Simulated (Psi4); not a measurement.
**BCl (SMILES [B]Cl) at MP2/def2-TZVPPD**

What is the vertical electron affinity of BCl at MP2/def2-TZVPPD? 

The calculation is run with Psi4 1.11.

## Step 1: The molecule

BCl has 2 atoms, charge 0, and is taken as a singlet. As SMILES, `[B]Cl`. The shape is that of a PBE0-D4/def2-TZVP optimisation.

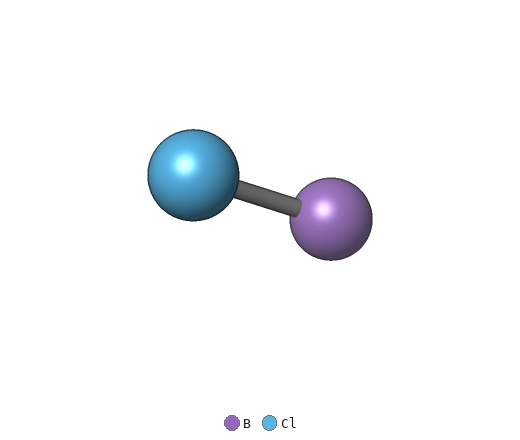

The structure, seen from a chosen angle (boron purple, chlorine blue).

## Step 2: The energy at MP2/def2-TZVPPD

bcl.json

```json
{
 "schema_name": "qcschema_input",
 "schema_version": 1,
 "molecule": {
  "schema_name": "qcschema_molecule",
  "schema_version": 2,
  "symbols": ["B", "Cl"],
  "geometry": [0.0, 0.0, -0.13163832, 0.0, 0.0, 3.1146277],
  "molecular_charge": 0,
  "molecular_multiplicity": 1,
  "fix_symmetry": "c1"
 },
 "driver": "energy",
 "model": {
  "method": "mp2",
  "basis": "def2-TZVPPD"
 },
 "keywords": {
  "puream": true,
  "e_convergence": 1e-09,
  "d_convergence": 1e-08,
  "scf_type": "pk",
  "num_frozen_docc": 6,
  "mp2_type": "conv"
 }
}
```

Started as:

```bash
$ psi4 --qcschema bcl.json -n 1 --memory 2200MB
```

stdout:

```text
[...]
  Running in c1 symmetry.
[...]
  Nuclear repulsion =   26.183929313346905
[...]
  Multiplicity = 1
[...]
  Nalpha       = 11
  Nbeta        = 11
[...]
    Number of basis functions: 88
[...]
   @RHF iter   1:  -484.13953853982468   -5.00576e-01   1.74254e-03 DIIS/ADIIS
[...]
   @RHF iter  10:  -484.14879293540724   -8.75389e-12   4.50347e-09 DIIS
[...]
    Orbital Energies [Eh]
    ---------------------
    Doubly Occupied:
       1A   -104.877658     2A    -10.608371     3A     -8.074634
       4A     -8.073699     5A     -8.073699     6A     -7.719362
       7A     -1.160335     8A     -0.669817     9A     -0.524410
      10A     -0.524410    11A     -0.380419
[...]
  @RHF Final Energy:  -484.14879293540724
   => Energetics <=
    Nuclear Repulsion Energy =             26.1839293133469049
    One-Electron Energy =                -719.2918182183492490
    Two-Electron Energy =                 208.9590959695951256
    Total Energy =                       -484.1487929354072435
[...]
 Multipole Moments:
 ------------------------------------------------------------------------------------
     Multipole            Electronic (a.u.)      Nuclear  (a.u.)        Total (a.u.)
 ------------------------------------------------------------------------------------
 L = 1.  Multiply by 2.5417464519 to convert [e a0] to [Debye]
 Dipole X            :         -0.0000000            0.0000000           -0.0000000
 Dipole Y            :         -0.0000000            0.0000000           -0.0000000
 Dipole Z            :         -0.2985333            0.8694190            0.5708857
 Magnitude           :                                                    0.5708857
[...]
	SCS-MP2 Total Energy (a.u.)        :  -484.40938652110151
	SOS-MP2 Total Energy (a.u.)        :  -484.38906357677138
	SCSN-MP2 Total Energy (a.u.)       :  -484.25609808147016
[...]
	SOS-PI-MP2 Total Energy (a.u.)     :  -484.42910868366539
[...]
	MP2 Total Energy (a.u.)            :  -484.40998730286765
[...]
```

The result, in JSON:

```text
{
 "driver": "energy",
 "model": {
  "method": "mp2",
  "basis": "def2-TZVPPD"
 },
 "success": true,
 "return_result": -484.40998730286765,
 "properties": {
  "calcinfo_nbasis": 88,
  "calcinfo_nmo": 88,
  "calcinfo_nalpha": 11,
  "calcinfo_nbeta": 11,
  "calcinfo_natom": 2,
  "nuclear_repulsion_energy": 26.183929313346905,
  "return_energy": -484.40998730286765,
  "scf_one_electron_energy": -719.2918182183492,
  "scf_two_electron_energy": 208.95909596959513,
  "scf_dipole_moment": [-5.59045315384051e-10, -4.0588666706635674e-10, 0.5708857150952784],
  "scf_total_energy": -484.14879293540724,
  "scf_iterations": 10,
  "mp2_same_spin_correlation_energy": -0.060968832990296075,
  "mp2_opposite_spin_correlation_energy": -0.20022553447009203,
  "mp2_singles_energy": 0.0,
  "mp2_doubles_energy": -0.2611943674603881,
  "mp2_correlation_energy": -0.2611943674604049,
  "mp2_total_energy": -484.40998730286765
 }
}
```

Wall time 14 s (1 thread of Intel Xeon at 2.50GHz (Skylake/Cascade Lake), shared host); peak memory 0.43 GiB.

## Step 3: The doublet anion at the same level

job.dat

```
memory 2.2 GB

molecule {
  -1 2
  B      0.00000000     0.00000000    -0.13163832
  Cl     0.00000000     0.00000000     3.11462770
  units bohr
  symmetry c1
}

set basis def2-TZVPPD
set reference uhf
set puream true
set e_convergence 1e-09
set d_convergence 1e-08
set scf_type pk
set num_frozen_docc 6
set mp2_type conv
set maxiter 100

result, w = energy("mp2", return_wfn=True)
```

Started as:

```bash
$ psi4 -n 1 job.dat job.out
```

job.out:

```text
[...]
  Running in c1 symmetry.
[...]
  Nuclear repulsion =   26.183929313346905
[...]
  Multiplicity = 2
[...]
  Nalpha       = 12
  Nbeta        = 11
[...]
    Number of basis functions: 88
[...]
   @UHF iter   1:  -484.07803855125047   -4.39076e-01   2.69339e-03 DIIS/ADIIS
[...]
   @UHF iter  15:  -484.12032871935685   -2.38742e-12   4.31638e-09 DIIS
[...]
   @S^2 Observed:                7.743650623E-01
[...]
    Orbital Energies [Eh]
    ---------------------
    Alpha Occupied:
       1A   -104.627563     2A    -10.358649     3A     -7.825536
       4A     -7.824835     5A     -7.824177     6A     -7.409569
       7A     -0.914965     8A     -0.434762     9A     -0.307136
      10A     -0.285757    11A     -0.138457    12A     -0.013073
    Alpha Virtual:
      13A      0.174023    14A      0.208474    15A      0.212577
      16A      0.212832    17A      0.285404    18A      0.313961
      19A      0.349847    20A      0.350200    21A      0.389286
      22A      0.403142    23A      0.410391    24A      0.446063
      25A      0.468797    26A      0.482949    27A      0.484280
[...]
  @UHF Final Energy:  -484.12032871935685
   => Energetics <=
    Nuclear Repulsion Energy =             26.1839293133469049
    One-Electron Energy =                -724.8468599769093998
    Two-Electron Energy =                 214.5426019442056429
    Total Energy =                       -484.1203287193568485
  UHF NO Occupations:
  HONO-2 :   10  A 1.9988115
  HONO-1 :   11  A 1.9893203
[...]
 Multipole Moments:
 ------------------------------------------------------------------------------------
     Multipole            Electronic (a.u.)      Nuclear  (a.u.)        Total (a.u.)
 ------------------------------------------------------------------------------------
 L = 1.  Multiply by 2.5417464519 to convert [e a0] to [Debye]
 Dipole X            :         -0.0000000            0.0000000           -0.0000000
 Dipole Y            :         -0.0000000            0.0000000           -0.0000000
 Dipole Z            :          1.5636537            0.8694190            2.4330727
 Magnitude           :                                                    2.4330727
[...]
	SCS-MP2 Total Energy (a.u.)        :  -484.39060120244551
	SOS-MP2 Total Energy (a.u.)        :  -484.36818859987687
	SCSN-MP2 Total Energy (a.u.)       :  -484.23866726091904
[...]
	SOS-PI-MP2 Total Energy (a.u.)     :  -484.40949857996355
[...]
	MP2 Total Energy (a.u.)            :  -484.39411642749604
[...]
```

Wall time 20 s (1 thread of Intel Xeon at 2.50GHz (Skylake/Cascade Lake), shared host); peak memory 0.43 GiB.

## Step 4: Results

Level: MP2/def2-TZVPPD, 6 core orbitals frozen.

| quantity | value |
| --- | --- |
| singlet BCl: total energy | -484.40999 Eh |
| singlet BCl: HOMO energy (Hartree–Fock orbitals) | -10.35 eV |
| singlet BCl: LUMO energy (Hartree–Fock orbitals) | 1.36 eV |
| singlet BCl: HOMO–LUMO gap (Hartree–Fock orbitals) | 11.71 eV |
| singlet BCl: correlation energy (6 core orbitals frozen) | -261.2 mEh |
| doublet anion: total energy | -484.39412 Eh |
| doublet anion: HOMO energy (Hartree–Fock orbitals) (highest over α and β) | -0.36 eV |
| doublet anion: LUMO energy (Hartree–Fock orbitals) (lowest over α and β) | 4.74 eV |
| doublet anion: correlation energy (6 core orbitals frozen) | -273.8 mEh |
| doublet anion: ⟨S²⟩ of the reference determinant | 0.774 |
| vertical electron affinity (to the doublet anion) | -0.432 eV |

**Reading.** The anion lies 0.43 eV (41.7 kJ/mol) above the neutral: the electron isn't bound at this level, and such a value depends on the basis.
